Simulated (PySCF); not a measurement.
# [NdI2]+: other functionals and bases at one geometry

How far do other levels of theory move the description of [NdI2]+, and what does each cost? The species was built from a template and needn't be a known compound.

Computed with PySCF 2.14.0. Level: several levels, as the steps say, no spin–orbit coupling.

1 further run of the same task is left out (for a known fault of the program).

## (1) Where the work starts

3 atoms, charge 1, spin multiplicity 1.

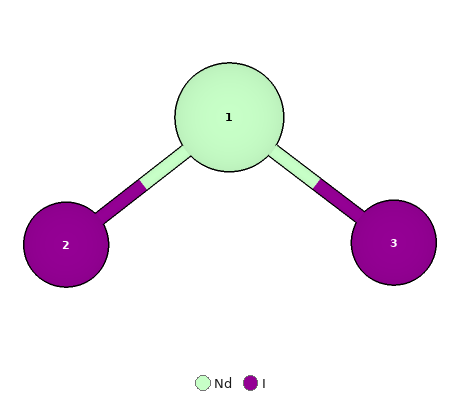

The geometry (neodymium light green, iodine purple); atoms are numbered from 1 in the order of the file.

Geometry (Å):

| atom | x (Å) | y (Å) | z (Å) |
| --- | --- | --- | --- |
| Nd1 | 0.0000 | 0.0000 | -1.1033 |
| I2 | 2.2065 | 0.0000 | 0.5983 |
| I3 | -2.2065 | 0.0000 | 0.5983 |

Formal oxidation states: Nd +3. Each metal's 3 4f electrons lie in its core potential, so multiplicities, spins and levels count the valence alone. An earlier session relaxed this geometry at PBE0, Nd lcecp-1-SVP with ECP49, I def2-SVP with ECP28 (singlet, point group C2v).

At PBE0 on the finer grid: E = -629.237791 Eh, HOMO -11.73 eV, LUMO -7.48 eV, Mulliken charge on Nd1 +1.09 e, largest force component 0.021 eV/Å. 

Levels to run: PBE; revPBE; PBE0, TZVP. Hardware: 2 threads of Arm Neoverse V2, shared host.

## (2) PBE

run.py (the lines that set the calculation) reads:

```python
mol = gto.M(atom='''
Nd     0.00000     0.00000    -1.10326
I      2.20653     0.00000     0.59833
I     -2.20653     0.00000     0.59833''',
    basis={'Nd': 'lcecp-1-SVP', 'I': 'def2-SVP'},
    ecp={'Nd': 'lcecp-1-SVP', 'I': 'def2-SVP'},
    charge=1, spin=0)
mf = dft.RKS(mol, xc='PBE')
mf.grids.atom_grid = (75, 302)  # f atoms: unpruned, at least (60, 302)
mf = mf.density_fit()  # fitting sets: Nd AutoAux, I def2-universal-JKFIT
mf.conv_tol = 1e-08; mf.max_cycle = 55
mf.kernel(dm0)  # dm0: the density of the relaxed state
```

Started as:

```console
> OMP_NUM_THREADS=2 python run.py
```

Log:

```text
init E= -629.206363079657
  HOMO = -0.390959978373161  LUMO = -0.310609241246993  gap/eV = 2.18645
cycle= 1 E= -629.199111647509  delta_E= 0.00725  |g|= 0.147  |ddm|= 0.416
  HOMO = -0.407486251731224  LUMO = -0.265640415420973  gap/eV = 3.85982
cycle= 2 E= -629.134046887725  delta_E= 0.0651  |g|= 0.386  |ddm|= 0.945
  HOMO = -0.393547259542324  LUMO = -0.299277345344694  gap/eV = 2.56522
cycle= 3 E= -629.208651421496  delta_E= -0.0746  |g|= 0.0163  |ddm|= 0.718
  HOMO = -0.392989333637945  LUMO = -0.300090225771299  gap/eV = 2.52791
cycle= 4 E= -629.20870502126  delta_E= -5.36e-05  |g|= 0.0093  |ddm|= 0.0297
  HOMO = -0.393709169120735  LUMO = -0.300104551778035  gap/eV = 2.54711
cycle= 5 E= -629.208736068472  delta_E= -3.1e-05  |g|= 0.00312  |ddm|= 0.0128
  HOMO = -0.393648245659353  LUMO = -0.29981158960209  gap/eV = 2.55343
cycle= 6 E= -629.20874044011  delta_E= -4.37e-06  |g|= 0.000462  |ddm|= 0.00475
  HOMO = -0.393641786344579  LUMO = -0.299766731341196  gap/eV = 2.55447
cycle= 7 E= -629.208740540267  delta_E= -1e-07  |g|= 0.000103  |ddm|= 0.000797
  HOMO = -0.393644619561945  LUMO = -0.2997632673687  gap/eV = 2.55464
cycle= 8 E= -629.208740544172  delta_E= -3.9e-09  |g|= 2.02e-06  |ddm|= 0.000157
  HOMO = -0.393644583189078  LUMO = -0.299763597344886  gap/eV = 2.55463
Extra cycle  E= -629.208740544173  delta_E= -6.82e-13  |g|= 3.04e-06  |ddm|= 7.22e-06
converged SCF energy = -629.208740544173
```

Wall time 4.2 s (2 threads of Arm Neoverse V2, shared host).

It gives: E = -629.208741 Eh, HOMO -10.71 eV, LUMO -8.16 eV, Mulliken charge on Nd1 +0.96 e, largest force component 0.230 eV/Å. 

## (3) revPBE

Edit run.py (the lines that set the calculation) of step 2 so:

```diff
@@ -7,3 +7,3 @@
     charge=1, spin=0)
-mf = dft.RKS(mol, xc='PBE')
+mf = dft.RKS(mol, xc='PBE_R,PBE')
 mf.grids.atom_grid = (75, 302)  # f atoms: unpruned, at least (60, 302)
```

Started as:

```console
> OMP_NUM_THREADS=2 python run.py
```

Log:

```text
init E= -629.340129339854
  HOMO = -0.389896687701358  LUMO = -0.307012554771651  gap/eV = 2.25539
cycle= 1 E= -629.333770095314  delta_E= 0.00636  |g|= 0.137  |ddm|= 0.384
  HOMO = -0.403824246929267  LUMO = -0.263439731786171  gap/eV = 3.82006
cycle= 2 E= -629.276258544907  delta_E= 0.0575  |g|= 0.363  |ddm|= 0.889
  HOMO = -0.391139338578015  LUMO = -0.295184873921637  gap/eV = 2.61105
cycle= 3 E= -629.342184156662  delta_E= -0.0659  |g|= 0.0151  |ddm|= 0.671
  HOMO = -0.390930370243814  LUMO = -0.296224092397654  gap/eV = 2.57709
cycle= 4 E= -629.342230112144  delta_E= -4.6e-05  |g|= 0.00816  |ddm|= 0.0287
  HOMO = -0.391571591059552  LUMO = -0.29617375258856  gap/eV = 2.59591
cycle= 5 E= -629.342255069918  delta_E= -2.5e-05  |g|= 0.00276  |ddm|= 0.0116
  HOMO = -0.39148736131793  LUMO = -0.295903681776203  gap/eV = 2.60096
cycle= 6 E= -629.342258388311  delta_E= -3.32e-06  |g|= 0.000315  |ddm|= 0.00425
  HOMO = -0.391476222530065  LUMO = -0.295870561842823  gap/eV = 2.60156
cycle= 7 E= -629.342258432623  delta_E= -4.43e-08  |g|= 8.99e-05  |ddm|= 0.000569
  HOMO = -0.391477806170847  LUMO = -0.295866643142681  gap/eV = 2.60171
cycle= 8 E= -629.342258435661  delta_E= -3.04e-09  |g|= 3.02e-06  |ddm|= 0.000135
  HOMO = -0.391478332853893  LUMO = -0.29586605115931  gap/eV = 2.60174
Extra cycle  E= -629.342258435627  delta_E= 3.4e-11  |g|= 8.79e-06  |ddm|= 1.93e-05
converged SCF energy = -629.342258435627
```

Wall time 4.2 s (2 threads of Arm Neoverse V2, shared host).

Read off: E = -629.342258 Eh, HOMO -10.65 eV, LUMO -8.05 eV, Mulliken charge on Nd1 +0.99 e, largest force component 0.344 eV/Å. 

## (4) PBE0, TZVP

Basis: Nd lcecp-1-TZVP with ECP49, I def2-TZVP with ECP28. 

run.py (the lines that set the calculation) reads:

```python
mol = gto.M(atom='''
Nd     0.00000     0.00000    -1.10326
I      2.20653     0.00000     0.59833
I     -2.20653     0.00000     0.59833''',
    basis={'Nd': 'lcecp-1-TZVP', 'I': 'def2-TZVP'},
    ecp={'Nd': 'lcecp-1-TZVP', 'I': 'def2-TZVP'},
    charge=1, spin=0)
mf = dft.RKS(mol, xc='PBE0')
mf.grids.atom_grid = (75, 302)  # f atoms: unpruned, at least (60, 302)
mf = mf.density_fit()  # fitting sets: Nd AutoAux, I def2-universal-JKFIT
mf.conv_tol = 1e-08; mf.max_cycle = 55
mf.kernel(dm0)  # dm0: free metal ions and neutral atoms
```

Started as:

```console
> OMP_NUM_THREADS=2 python run.py
```

Log:

```text
init E= -629.074200548607
  HOMO = -0.477994019678171  LUMO = -0.291674058076397  gap/eV = 5.07002
cycle= 1 E= -629.208256446334  delta_E= -0.134  |g|= 0.448  |ddm|= 1.94
  HOMO = -0.382146496789606  LUMO = -0.305172087217437  gap/eV = 2.09458
cycle= 2 E= -629.088846473079  delta_E= 0.119  |g|= 0.742  |ddm|=  1.5
  HOMO = -0.426043759699357  LUMO = -0.249775914538014  gap/eV = 4.79649
cycle= 3 E= -629.246068976805  delta_E= -0.157  |g|= 0.268  |ddm|= 1.07
  HOMO = -0.425350636256207  LUMO = -0.273588287887415  gap/eV = 4.12966
cycle= 4 E= -629.263382737547  delta_E= -0.0173  |g|= 0.0408  |ddm|= 0.284
  HOMO = -0.429124100433773  LUMO = -0.271108388189309  gap/eV = 4.29983
cycle= 5 E= -629.263914435287  delta_E= -0.000532  |g|= 0.00999  |ddm|= 0.054
  HOMO = -0.429020084151261  LUMO = -0.27060066946938  gap/eV = 4.31081
cycle= 6 E= -629.263932944721  delta_E= -1.85e-05  |g|= 0.0016  |ddm|= 0.00845
  HOMO = -0.42889240495724  LUMO = -0.270328667977314  gap/eV = 4.31474
cycle= 7 E= -629.263933258055  delta_E= -3.13e-07  |g|= 0.00083  |ddm|= 0.00239
  HOMO = -0.42887437875865  LUMO = -0.270398770582881  gap/eV = 4.31234
cycle= 8 E= -629.263933481114  delta_E= -2.23e-07  |g|= 0.000143  |ddm|= 0.000936
  HOMO = -0.42887631606505  LUMO = -0.2704169809268  gap/eV = 4.31190
cycle= 9 E= -629.263933488624  delta_E= -7.51e-09  |g|= 1.93e-05  |ddm|= 0.000208
  HOMO = -0.428874081525426  LUMO = -0.270414372321275  gap/eV = 4.31191
Extra cycle  E= -629.263933488652  delta_E= -2.83e-11  |g|= 2.2e-05  |ddm|= 5.03e-05
converged SCF energy = -629.263933488652
```

It took 9.9 s on 2 threads of Arm Neoverse V2, shared host.

Read off: E = -629.263933 Eh, HOMO -11.67 eV, LUMO -7.36 eV, Mulliken charge on Nd1 +1.40 e, largest force component 0.096 eV/Å. 

## (5) All levels side by side

| level | state | HOMO (eV) | gap (eV) | charge on Nd1 (e) | dipole (D) | largest force (eV/Å) | basis functions | time |
| --- | --- | --- | --- | --- | --- | --- | --- | --- |
| PBE0 (relaxed here) | singlet | -11.73 | 4.25 | 1.09 | 8.10 | 0.02 | 85 | 7.7 s |
| PBE | singlet | -10.71 | 2.55 | 0.96 | 7.38 | 0.23 | 85 | 4.2 s |
| revPBE | singlet | -10.65 | 2.60 | 0.99 | 7.44 | 0.34 | 85 | 4.2 s |
| PBE0, TZVP | singlet | -11.67 | 4.31 | 1.40 | 7.93 | 0.10 | 147 | 9.9 s |

Times are on 2 threads of Arm Neoverse V2, shared host; the first row also made further properties. The dipole of a charged species depends on the origin, so these sizes hold for this origin alone.

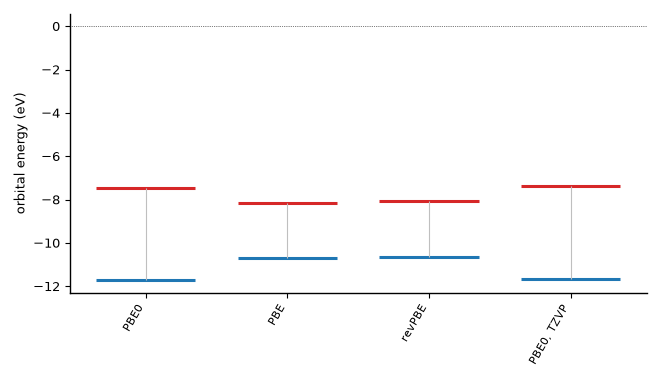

Highest filled and lowest empty level, method by method.

In one basis the HOMO–LUMO gap runs from 2.55 eV (PBE) to 4.25 eV (PBE0). The largest leftover force, 0.34 eV/Å with revPBE, stands at a geometry relaxed at another level. The Mulliken charge on Nd spans +0.96 to +1.40 e over the levels. With 4f in the core, its levels are missing from HOMO and gap. Total energies of different levels can't be compared. Spin–orbit coupling is left out throughout.
